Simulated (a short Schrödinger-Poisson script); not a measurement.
Stack: MOS inversion layer, SiO2 on p-type Si(100), at 300 K.

| layer | material | thickness (nm) | Na (cm⁻³) |
|---|---|---|---|
| 1 | SiO2 | 2.2 | - |
| 2 | Si | 1000 | 1.7e17 |

The device is made up for the run: typed textbook-type constants, with dimensions and the other settings drawn at random. SiO2: permittivity 3.9, conduction-band edge (eV) 3.15, gap (eV) 9, electron mass (mₑ) 0.5. Si: permittivity 11.7, conduction-band edge (eV) 0, gap (eV) 1.124, Nv at 300 K (cm⁻³) 3.1e19.

Channel valleys (confinement mass, in-plane density-of-states mass, number): Δ2 0.916, 0.19, 2; Δ4 0.19, 0.417, 4. At the gate the conduction-band edge of layer 1 lies 3.31 eV − eVg above the Fermi level of the channel; the field vanishes at the back. Gaps are held at their typed values at every temperature. Mesh 0.03 nm at interfaces.

Solved with a short Schrödinger-Poisson script written for these runs: 1D Poisson equation in equilibrium, electrons quantum, Hartree (BenDaniel-Duke, 12 states a valley, the channel's in-plane mass for all, wave functions ending at the dielectric), parabolic valleys, classical holes, full ionisation, no traps, pinning or gate leakage.

Only gate voltages with over 1e8 electrons/cm² are shown.

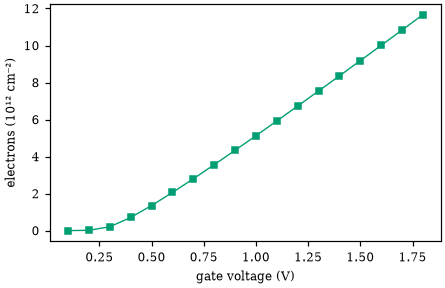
Sheet density against gate voltage

```csv
Vg (V),electrons (cm⁻²),C (μF/cm²),Δ2 E0 (meV),Δ2 E1 (meV),Δ4 E0 (meV),Δ4 E1 (meV)
0.1,5.34e8,0.127,252.2,295.8,292.4,364.4
0.3,2.08e11,0.653,95.3,143.4,139.8,217.8
0.5,1.35e12,1.10,41.2,98.1,94.5,177.8
0.7,2.80e12,1.21,16.9,82.2,78.7,165.9
0.9,4.34e12,1.26,0.1,73.1,69.8,159.9
1.1,5.93e12,1.29,-13.3,66.7,63.5,156.2
1.3,7.54e12,1.31,-24.9,61.7,58.6,153.6
1.5,9.18e12,1.32,-35.5,57.6,54.5,151.5
1.7,1.08e13,1.33,-45.3,53.9,50.8,149.9
```

Subbands count from the Fermi level.
